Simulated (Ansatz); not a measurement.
**ClGeH₃O···HF: density, localisation and related maps**

The calculation's input:

```
crystal:
  periodic: [false, false, false]
  atoms:
    - { symbol: Ge, position_ang: [0.0, 0.0, 0.0] }
    - { symbol: F, position_ang: [0.0, 0.0, 2.03] }
    - { symbol: H, position_ang: [1.4616, 0.0, -0.5162] }
    - { symbol: H, position_ang: [-0.73, 1.2648, -0.5162] }
    - { symbol: O, position_ang: [-0.8337, -1.4443, -0.5894] }
    - { symbol: H, position_ang: [-1.2883, -1.91, 0.183] }
    - { symbol: Cl, position_ang: [0.9377, -2.1999, 0.7946] }
    - { symbol: H, position_ang: [0.4704, -1.1036, 1.915] }
basis:
  gaussian: { orbitals: def2-SVP }
hamiltonian:
  xc: pbe
relax:
  f_tol: 0.15
  max_steps: 25
  restrain:
    - { distance: [0, 6], at: 2.22, k: 30.0 }
    - { distance: [7, 1], at: 0.92, k: 30.0 }
    - { distance: [0, 1], at: 2.88, k: 30.0 }
    - { distance: [7, 6], at: 2.57, k: 30.0 }
output:
  orbitals: {}
```

Launched as:

```sh
ansatz run input.yaml --threads 2 --pin off --max-ram 3072MiB --backend cpu --events-out ev --progress --plain --runs-dir out
```

The fields are those of the run's last geometry, not of the input's.

Computed with RKS PBE/def2-SVP (Ansatz).

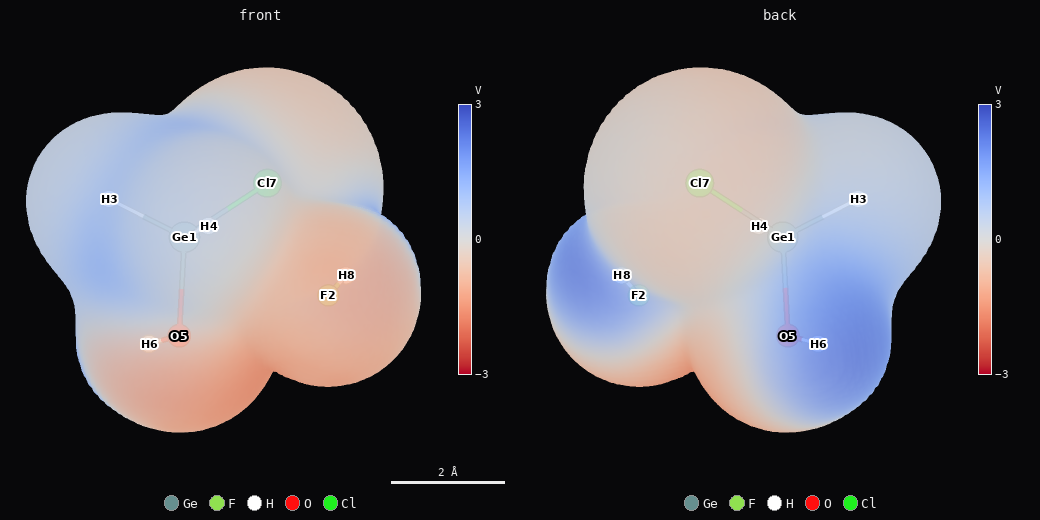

Figure 1. The electrostatic potential painted on the density surface at 0.001 e/bohr³, seen from the front and from behind; the colour scale runs from red (negative) to blue (positive).

Where is the surface potential most negative and most positive?

The most negative region (about −1.5 V) lies over F2 and O5, the most positive (about +2.0 V) over H6.

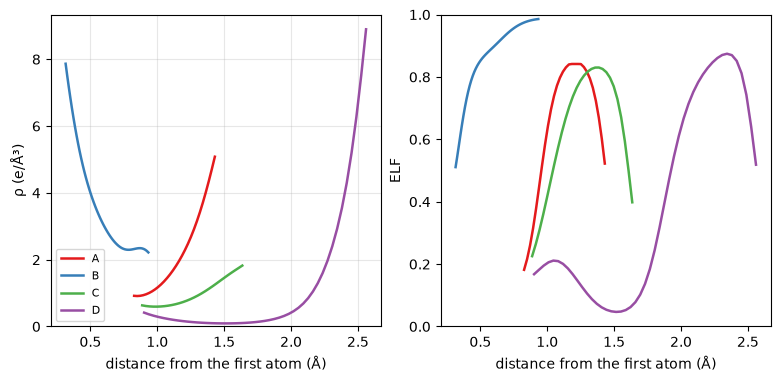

Figure 2. Electron density and ELF along straight lines between neighbouring atoms. The curves leave out the atomic cores.

Which curve belongs to which contact (F–H, Ge–Cl, Ge–F and Ge–O)? The first atom named is at distance zero.

Curve A: Ge–O (1.79 Å): ρ at the midpoint is about 0.94 e/Å³; the ELF peaks at about 0.85 in the valence shell of O, 0.6 Å from its nucleus, and is about 0.30 at the midpoint. Curve B: F–H (0.93 Å): ρ at the midpoint is about 4.5 e/Å³; the ELF climbs to about 1 towards the hydrogen, as it does in any bond to H: an ordinary covalent bond to hydrogen. Curve C: Ge–Cl (2.22 Å): the density is about 0.64 e/Å³ at the midpoint; the ELF peaks at about 0.85 in the valence shell of Cl, 0.8 Å from its nucleus, and is about 0.60 at the midpoint. Curve D: Ge1···F2 (2.89 Å): the density falls to about 0.09 e/Å³ on the way; the ELF dips to about 0.05 between them.

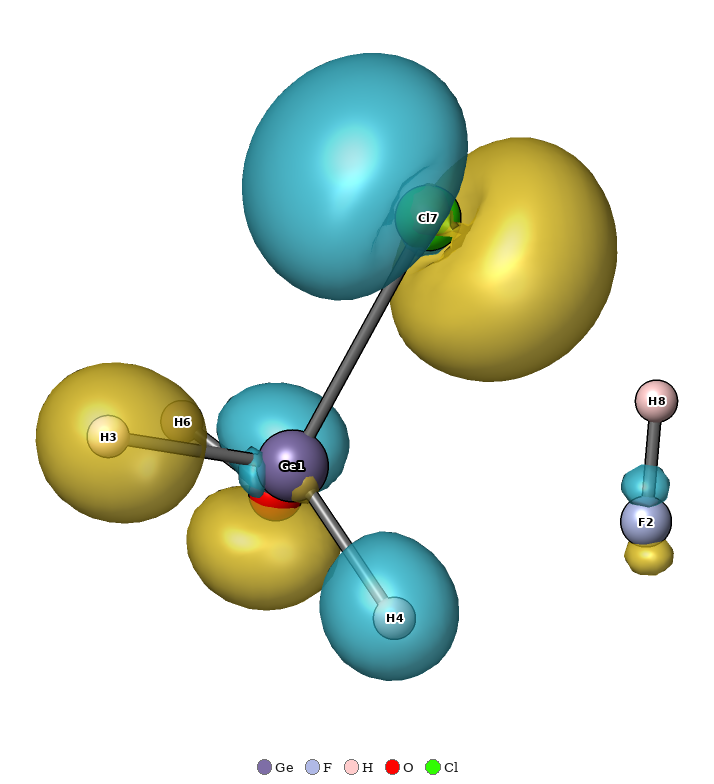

Figure 3. The HOMO−1 at ±0.15 Å⁻³ᐟ² (yellow and cyan are the two phases), seen from one side.

Describe this orbital and give its energy.

It lies mainly on Cl7 (about 65 %), O5 (about 10 %), Ge1 (about 10 %) and H3 (about 5 %). Its energy is −7.41 eV.
